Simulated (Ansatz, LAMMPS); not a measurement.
**A frame of liquid 54SiO2-46MgO (mol %) from 1800 K, run at 900 K (61 atoms): a short ab initio trajectory**

How do the atoms of a frame of liquid 54SiO2-46MgO (mol %) from 1800 K, run at 900 K (61 atoms) move, and what local order do they keep?

Method: Kohn-Sham DFT, revPBE, PAW (set soft_2), plane waves, in Ansatz 0.2.0.

### Step 1. The starting structure

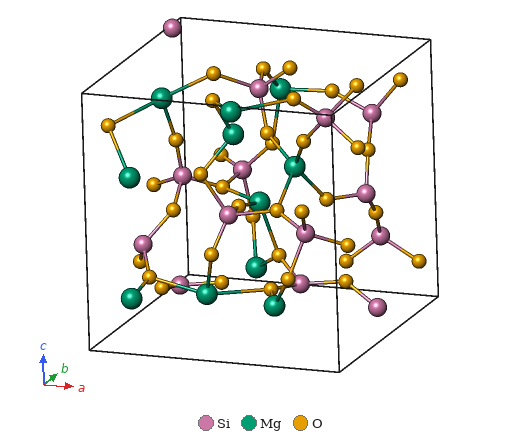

The starting structure, seen slightly off an axis (silicon pink, magnesium teal, oxygen orange). Bonds to atoms that aren't drawn are left out. Some periodic images of atoms are drawn too.

The cell holds 61 atoms: 13 Si, 11 Mg and 37 O. Its edges and angles: a = 9.545 Å, b = 9.545 Å, c = 9.545 Å, α = 90.0°, β = 90.0°, γ = 90.0°. 61 atoms (13 Si, 11 Mg, 37 O) placed at random at 2.48 g/cm³, melted at 4000 K for 10 ps at fixed volume with the Morse and Coulomb pair potential with partial charges (Pedone, Malavasi, Menziani, Cormack and Segre, J. Phys. Chem. B 110, 11780 (2006)). Snapshot at the end of a hold of 10 ps at 1800 K and zero pressure.

Limits known from the start: The starting topology of bonds comes from the classical model. The cell was made at 1800 K but the dynamics is set to 900 K: the trajectory isn't one at 1800 K. Sampling is at Γ alone, for a cell whose shortest periodic width is 10 Å.

### Step 2. Single point at the start

The forces at the start show how far the geometry lies from a minimum of this functional.

The input, input.yaml:

```yaml
crystal:
  lattice:
    - [9.54549, 0.0, 0.0]
    - [0.0, 9.54549, 0.0]
    - [0.0, 0.0, 9.54549]
  atoms:
    - { symbol: Si, position: [0.79013, 0.91674, 0.71965] }
    - { symbol: Si, position: [0.48276, 0.22589, 0.50117] }
    - { symbol: Si, position: [0.81597, 0.16125, 0.47771] }
    - { symbol: Si, position: [0.47719, 0.57956, 0.88851] }
    [... 51 atom lines left out ...]
    - { symbol: O, position: [0.67462, 0.90189, 0.13884] }
    - { symbol: O, position: [0.77765, 0.1784, 0.9926] }
    - { symbol: O, position: [0.41205, 0.8547, 0.58916] }
    - { symbol: O, position: [0.63546, 0.90963, 0.79549] }
    - { symbol: O, position: [0.46183, 0.15405, 0.9665] }
    - { symbol: O, position: [0.43236, 0.73658, 0.91574] }
kpoints:
  mp_grid: { grid: [1, 1, 1] }
hamiltonian:
  xc: revpbe
scf:
  occupations: { method: fermi_dirac, width: 0.078 }
output:
  forces: true
```

Run with:

```console
ansatz run input.yaml --threads 4 --pin off --max-ram 8192MiB --backend cpu --events-out ev --progress --plain --runs-dir out
```

The job ended after 4.6 s (4 threads of Arm Neoverse V2, shared host; peak memory 0.92 GiB).

Numbers from this run:

```
free energy            : -50571.4456 eV
free energy per atom   : -829.0401 eV/atom
SCF cycles             : 10
r.m.s. force component : 2.489 eV/Å
longest force          : 13.34 eV/Å
Fermi energy           : 4.619 eV
```

The r.m.s. force component of 2.5 eV/Å sets the starting point.

Neighbours are counted within 2.16 Å (O-Si), 2.68 Å (O-Mg).

Length of the force by element and coordination:

```tsv
element	coordination	atoms	mean length of the force (eV/Å)	spread	least	most
Mg	all	11	1.92	0.897	0.384	3.29
Mg	3	5	1.82	0.995	0.727	3.29
Mg	4	5	1.89	0.830	0.384	2.51
Mg	5	1	2.55	0	2.55	2.55
O	all	37	3.23	2.32	0.395	13.3
O	2	19	3.33	2.71	0.668	13.3
O	3	18	3.11	1.81	0.395	7.17
Si	all	13	5.77	2.29	3.07	12.0
```

### Step 3. Dynamics at 900 K

A Langevin thermostat couples each atom to a heat bath, at the price of damped dynamics. The time step is 1.0 fs.

Edit input.yaml of step 2 so:

```diff
@@ -15 +15,8 @@
   forces: true
+md:
+  timestep: 1.0
+  n_steps: 696
+  ensemble: nvt_langevin
+  temperature: 900
+  initial_velocities: maxwell_boltzmann
+  seed: 1667
```

Wall time 34 min (4 threads); peak memory 0.98 GiB.

The program notes that it switched symmetry off.

Rows from the run:

```tsv
time (fs)	T (K)	potential (meV/atom)
0.0	885	0.0
46.0	1150	-84.6
93.0	1306	-122.5
139.0	1309	-136.9
186.0	1013	-128.3
232.0	1123	-161.4
278.0	909	-126.5
325.0	854	-142.6
371.0	968	-151.1
418.0	889	-157.2
464.0	820	-162.7
510.0	926	-167.1
557.0	1025	-179.3
603.0	915	-159.2
650.0	1051	-170.4
696.0	1174	-162.7
```

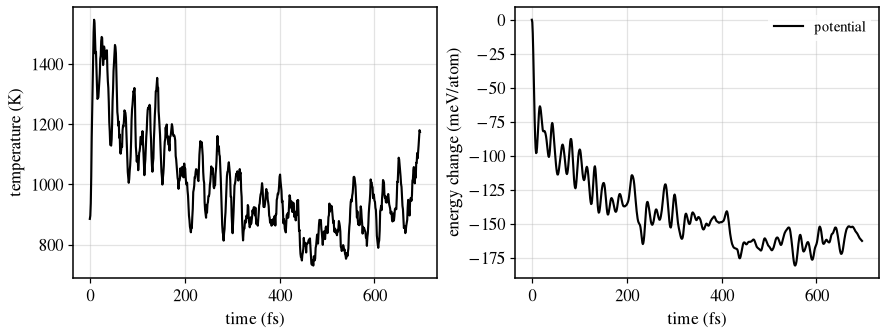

Temperature and energies against time.

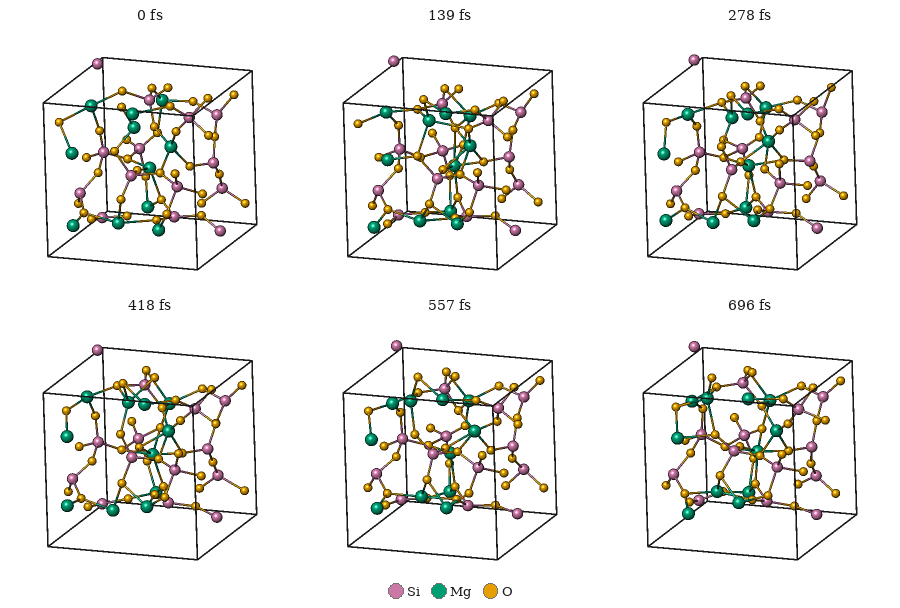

6 frames of the run. Bonds to atoms that aren't drawn are left out.

Mean square displacement from the first frame to the last: Si 0.23 Å², Mg 1.1 Å², O 0.41 Å².

Mean square displacement against time lag:

```tsv
time lag (fs)	Mg (Å²)	O (Å²)	Si (Å²)
1	1.1e-4	1.5e-4	9.1e-5
44	0.115	0.102	0.0420
73	0.187	0.140	0.0605
116	0.270	0.175	0.0788
160	0.326	0.192	0.0836
188	0.354	0.193	0.0825
232	0.397	0.196	0.0808
275	0.441	0.219	0.0822
304	0.461	0.230	0.0841
348	0.499	0.244	0.0919
```

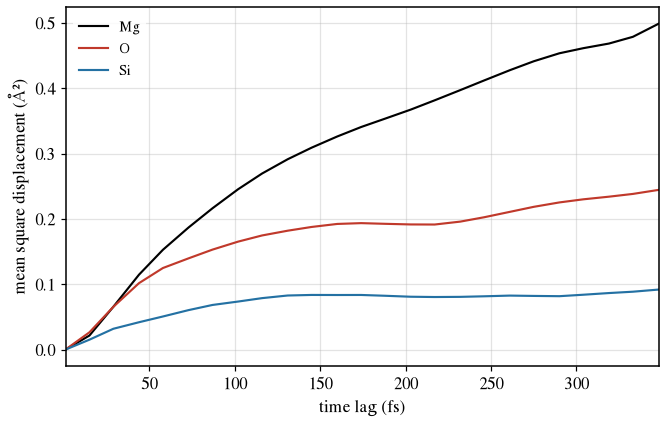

Mean square displacement, plotted against time lag.

Over the second half of 696 fs the temperature averages 899 K with swings of 82 K r.m.s. From first frame to last Mg has the largest mean square displacement, 1.1 Å² at the end; the farthest move is 1.77 Å. The count of bonds goes from 94 in the first frame to 99 in the last, by one set of cutoffs: 4 pairs passed out of them and 9 came within. The run spans 0.70 ps, too short for its means to be equilibrium values.

### Step 4. Local order late in the run

The g(r) is a mean over the second half; what follows it is taken at the last frame.

Bonds before and after, by the cutoffs listed below:

```tsv
pair	bonds before	bonds after	mean before (Å)	mean after (Å)	spread before (Å)	spread after (Å)
O-Si	52	52	1.658	1.657	0.120	0.071
O-Mg	42	47	2.148	2.150	0.249	0.223
```

Density 2.34 g/cm³, 14.26 Å³ an atom.

Mean of 14 frames. Pair distribution functions g(r), in bins of 0.2 Å:

```tsv
r (Å)	total	O-O	O-Si	O-Mg	Si-Si	Si-Mg	Mg-Mg
1.50	0.66	0.00	2.54	0.00	0.00	0.00	0.00
1.70	2.71	0.00	10.38	0.12	0.00	0.00	0.00
1.90	0.87	0.00	0.60	3.26	0.00	0.00	0.00
2.10	0.74	0.00	0.01	3.36	0.00	0.00	0.00
2.30	0.36	0.07	0.00	1.52	0.00	0.03	0.00
2.50	0.70	1.55	0.00	0.47	0.00	0.11	0.64
2.70	1.25	2.92	0.01	0.39	0.00	0.95	0.49
2.90	0.83	1.62	0.04	0.36	0.50	1.04	1.39
3.10	0.83	0.89	0.18	0.49	3.09	2.10	1.37
3.30	0.94	0.91	0.37	0.68	2.55	2.62	1.43
3.50	0.87	0.89	0.70	0.65	0.39	1.96	1.46
3.70	0.93	0.83	1.34	0.77	0.23	0.76	1.32
3.90	1.10	0.84	1.74	1.14	0.35	0.50	1.02
4.10	1.17	0.79	1.89	1.30	0.54	0.52	1.03
4.30	1.08	0.71	1.69	1.29	0.87	0.55	0.58
4.50	1.05	0.79	1.16	1.45	0.93	0.88	0.91
4.70	1.01	0.97	0.87	1.22	1.25	0.96	0.91
```

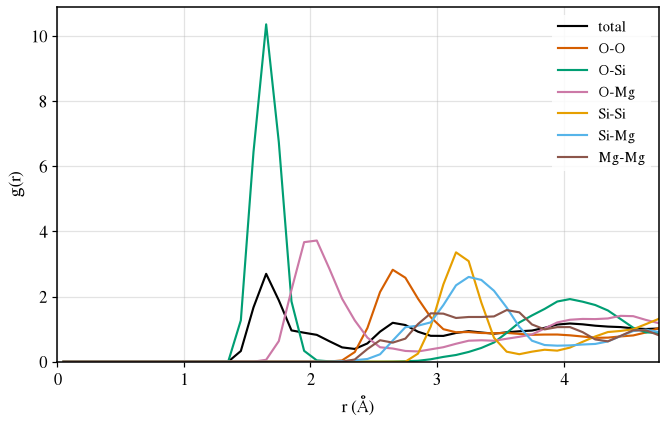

Pair distribution functions, lightly smoothed.

Bonds by pair of elements; cutoffs follow the first minimum of g(r), held within bounds set by covalent radii, and pairs that aren't listed don't count as bonded:

```tsv
pair A-B	cutoff (Å)	bonds	mean length (Å)	spread (Å)	shortest (Å)	B about A	A about B
O-Si	2.16	52	1.66	0.071	1.53	1.41	4
O-Mg	2.75	47	2.15	0.223	1.82	1.27	4.27
```

How many atoms have how many bonded neighbours:

```tsv
element	mean	2	3	4	5
Mg	4.27	0	0	8	3
O	2.68	15	20	1	1
Si	4	0	0	13	0
```

Bond angles, per cent of each kind in bins of 5°:

```tsv
angle (°)	O-Mg-O	O-Si-O	Mg-O-Si	Mg-O-Mg	Si-O-Si
65–70	2.6	0.0	0.0	3.6	0.0
70–75	7.7	0.0	0.0	7.1	0.0
75–80	5.1	0.0	0.0	3.6	0.0
80–85	5.1	0.0	8.5	21.4	0.0
85–90	10.3	1.3	2.1	7.1	0.0
90–95	9.0	3.9	6.4	7.1	0.0
95–100	3.9	15.4	2.1	10.7	0.0
100–105	9.0	15.4	2.1	0.0	0.0
105–110	7.7	17.9	8.5	7.1	0.0
110–115	5.1	15.4	10.6	3.6	0.0
115–120	5.1	15.4	6.4	3.6	0.0
120–125	3.9	11.5	17.0	10.7	6.2
125–130	7.7	3.9	8.5	3.6	0.0
130–135	3.9	0.0	6.4	3.6	12.5
135–140	1.3	0.0	4.3	0.0	0.0
140–145	2.6	0.0	4.3	3.6	6.2
145–150	2.6	0.0	2.1	0.0	31.2
150–155	2.6	0.0	4.3	3.6	18.8
155–160	0.0	0.0	4.3	0.0	18.8
160–165	1.3	0.0	0.0	0.0	6.2
165–170	1.3	0.0	2.1	0.0	0.0
170–175	1.3	0.0	0.0	0.0	0.0
175–180	1.3	0.0	0.0	0.0	0.0
```

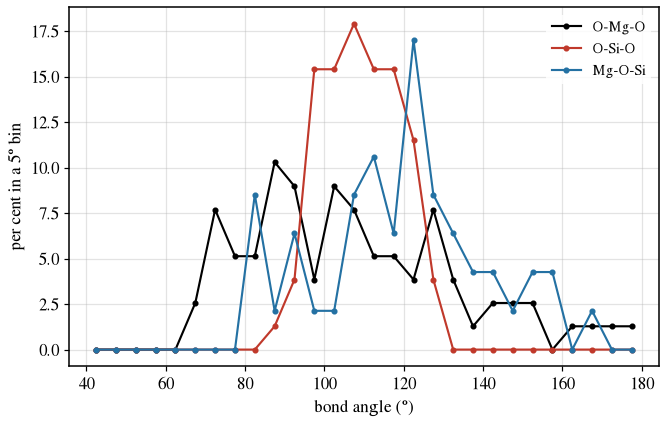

Distributions of the most common bond angles.

Bond angles (no mean is given where the spread exceeds 20°):

```tsv
angle	count	mean (°)	spread (°)
O-Mg-O	78	-	-
O-Si-O	78	109	9.2
Mg-O-Si	47	-	-
Mg-O-Mg	28	-	-
Si-O-Si	16	148	10.7
```

Oxygen atoms by the number of network formers (Si, P, Ge, B, Al, As, Ga) bound to them:

```tsv
network formers bound to O	O atoms	per cent
0	1	2.7
1	20	54.1
2	16	43.2
```

Network units: each former by its oxygen neighbours and how many of them bridge to another former:

```tsv
former	O neighbours	bridging O	atoms
Si	4	1	4
Si	4	2	1
Si	4	3	6
Si	4	4	2
```

Bond length by coordination (bonds to H left out):

```tsv
element	coordination	atoms	mean bond length (Å)
Mg	4	8	2.16
Mg	5	3	2.13
O	2	15	1.68
O	3	20	1.95
O	4	1	2.04
O	5	1	2.40
```

Rings of the network by King's shortest-path rule, up to 12 atoms, one path for each pair of neighbours; H, halogens, alkali and alkaline-earth atoms are left out, and the last column divides by all other atoms, bonded or not:

```tsv
ring size (atoms)	rings	per network atom
8	1	0.02
12	1	0.02
```

For some of the pairs, g(r) has its first main peak near 2.7 Å (O-O), 1.6 Å (O-Si), 2.0 Å (O-Mg), 3.2 Å (Si-Si) and 3.4 Å (Si-Mg). By these cutoffs 73 % of Mg atoms have 4, 54 % of O atoms have 3 and all Si atoms have 4 bonded neighbours. 43 % of the oxygens bridge two formers (Si) and 54 % are non-bridging; 3 % join none. The commonest Si unit has 4 oxygens, 3 of them shared with other formers (6 of 13 atoms). Rings of 8 and 12 atoms are the most common (50 % each of those counted); sizes run from 8 to 12, where the search stops.

### Step 5. Single point at the last frame

The last frame is solved once more, with the analyses that the dynamics left out.

The input, input.yaml:

```yaml
crystal:
  lattice:
    - [9.54549, 0.0, 0.0]
    - [0.0, 9.54549, 0.0]
    - [0.0, 0.0, 9.54549]
  atoms:
    - { symbol: Si, position: [0.82731, 0.92949, 0.77181] }
    - { symbol: Si, position: [0.48236, 0.28348, 0.5804] }
    - { symbol: Si, position: [0.8148, 0.16975, 0.53748] }
    - { symbol: Si, position: [0.43899, 0.57061, 0.93457] }
    [... 51 atom lines left out ...]
    - { symbol: O, position: [0.6163, 0.99164, 0.1666] }
    - { symbol: O, position: [0.86442, 0.18147, 0.98105] }
    - { symbol: O, position: [0.45779, 0.81325, 0.56553] }
    - { symbol: O, position: [0.66666, 0.97262, 0.81559] }
    - { symbol: O, position: [0.39117, 0.1761, 0.07953] }
    - { symbol: O, position: [0.41095, 0.72518, 0.96819] }
kpoints:
  mp_grid: { grid: [1, 1, 1] }
hamiltonian:
  xc: revpbe
scf:
  occupations: { method: fermi_dirac, width: 0.155 }
output:
  forces: true
  stress: true
  populations: true
  dos:
    method: { smearing: { sigma: 0.08 } }
    de: 0.1
    projected: { site_lists: { Mg: [Mg], O: [O], Si: [Si] } }
  eigenvalues: true
  write_density: true
  write_potential: true
  volumetric_format: npy
```

Elapsed: 6.8 s, on 4 threads; peak memory 0.95 GiB; 25 s of CPU time.

Read from the output:

```yaml
free_energy: -50581.3692 eV
free_energy_per_atom: -829.2028 eV/atom
scf_cycles: 10
pressure: -1.08 GPa
r_m_s_force_component: 1.296 eV/Å
longest_force: 6.434 eV/Å
fermi_energy: 4.962 eV
spacing_of_highest_filled_and_lowest_empty_level: 2.527 eV
spilling_of_the_projection: 0.011
```

Neighbours are counted within 2.16 Å (O-Si), 2.75 Å (O-Mg), the cutoffs taken from the dynamics.

Length of the force by element and coordination:

```tsv
element	coordination	atoms	mean length of the force (eV/Å)	spread	least	most
Mg	all	11	1.11	0.606	0.370	2.32
Mg	4	8	1.19	0.692	0.370	2.32
Mg	5	3	0.911	0.123	0.739	1.01
O	all	37	1.70	1.11	0.141	5.31
O	2	15	1.68	0.841	0.310	3.68
O	3	20	1.72	1.30	0.141	5.31
O	4	1	2.29	0	2.29	2.29
O	5	1	0.997	0	0.997	0.997
Si	all	13	2.94	1.40	1.45	6.43
```

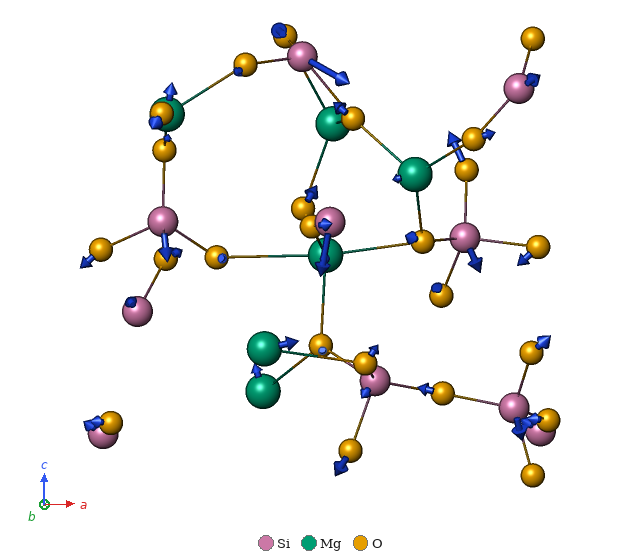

Forces as arrows; the longest in the cell is 6.43 eV/Å. Drawn is a slice 6 Å thick, seen along the normal of the ac plane.

Löwdin charges by element and coordination (they lack the spilled electrons, 0.069 e an atom on average):

```tsv
element	coordination	atoms	mean charge (e)	spread	least	most
Mg	all	11	1.63	0.0207	1.60	1.67
Mg	4	8	1.63	0.0227	1.60	1.67
Mg	5	3	1.63	0.0141	1.61	1.65
O	all	37	-0.958	0.135	-1.33	-0.774
O	2	15	-0.858	0.0869	-1.02	-0.774
O	3	20	-1.01	0.0991	-1.11	-0.801
O	4	1	-1.14	0	-1.14	-1.14
O	5	1	-1.33	0	-1.33	-1.33
Si	all	13	1.67	0.0593	1.58	1.77
```

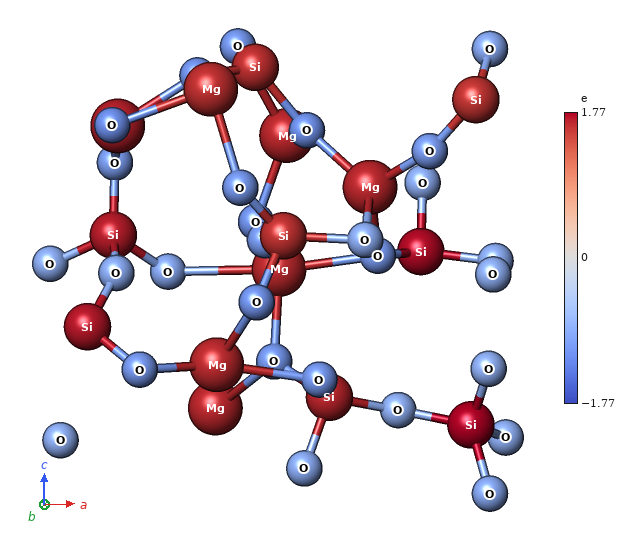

Atoms coloured by Löwdin charge. Drawn is a slice 6 Å thick, seen along the normal of the ac plane. Bonds to atoms that aren't drawn are left out.

Density of states as counts of states in windows of 1 eV (from the Fermi level), total and the larger projections:

```tsv
from (eV)	to (eV)	total	O p	Si p	Mg s
-10	-9	6.3	4.3	0.6	0.0
-9	-8	9.8	7.0	1.3	0.1
-8	-7	12.0	8.9	1.8	0.2
-7	-6	21.4	16.8	2.3	0.8
-6	-5	34.0	28.3	3.0	0.8
-5	-4	42.5	38.7	1.6	0.6
-4	-3	41.8	39.3	0.9	0.3
-3	-2	39.9	38.3	0.5	0.2
-2	-1	8.4	8.0	0.1	0.0
-1	1	0.0	0.0	0.0	0.0
1	2	2.0	0.1	0.0	1.1
2	3	1.8	0.3	0.1	0.9
3	4	9.4	1.3	1.2	3.3
4	5	13.6	1.6	3.1	3.0
```

The curve was stored every 0.100 eV, coarse against its broadening of 0.08 eV, so these counts are rough.

Between -26 and -10 eV lie 80 more states.

About 88 of the 384 electrons lie in deeper levels, below the stored range.

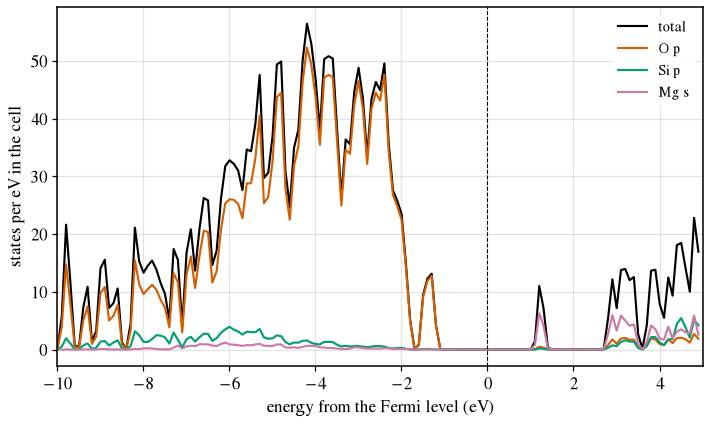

Total and projected density of states, with the broadening of the input.

The levels nearest the highest filled one (over half full), pooled over k-points and spins:

```tsv
level less the highest filled one (eV)	occupation
-0.869	2
-0.761	2
-0.725	2
-0.592	2
-0.157	2
0	2
2.53	0.001
4.18	0
4.38	0
4.53	0
4.68	0
5.09	0
```

Mean Löwdin charges: Mg +1.63, O -0.96, Si +1.67 e (they miss 1.1 % of the electrons, so they add up to more than the cell's charge). The largest share in the top eV of filled states is O p (98 % of the projected weight), and in the lowest eV of empty states Mg s (60 % of the projected weight).

### Step 6. Summary of results

```json
{
 "mean temperature, second half": "898.8 K",
 "temperature swing, second half": "81.81 K",
 "free energy per atom": "-829.2028 eV/atom",
 "pressure": "-1.08 GPa",
 "r.m.s. force component": "1.296 eV/Å",
 "gap (highest filled to lowest empty level)": "2.527 eV",
 "wall time of the 3 DFT runs": "34 min"
}
```

In words: Over the second half of 696 fs the temperature averages 899 K with swings of 82 K r.m.s. The count of bonds goes from 94 in the first frame to 99 in the last, by one set of cutoffs: 4 pairs passed out of them and 9 came within. The run spans 0.70 ps, too short for its means to be equilibrium values. Counting bonds as in the table, 73 % of Mg atoms have 4, 54 % of O atoms have 3 and all Si atoms have 4 bonded neighbours. 43 % of the oxygens bridge two formers (Si) and 54 % are non-bridging; 3 % join none. Between filled and empty levels lie 2.53 eV (at Γ alone); a semilocal functional tends to put such gaps too low. In a disordered cell it changes from sample to sample and from frame to frame.

What to keep in mind: The starting topology of bonds comes from the classical model; in DFT 4 of its 94 bonded pairs passed out of the cutoffs and 9 came within them. The stress is far from hydrostatic: its diagonal is -2.4, 0.9, -1.7 GPa, compression counted positive. The pressure of a single frame lacks the kinetic term, about 0.87 GPa here.

[Logs are printed without paths, hosts, clocks, repeated set-up lines and the standing remarks that a program may print on its own settings, such as how far it seeks lower states.]

[Hosts, paths, dates, database ids (printed as entryN), source tags and the programs' standing remarks are cut or masked in the printed files.]
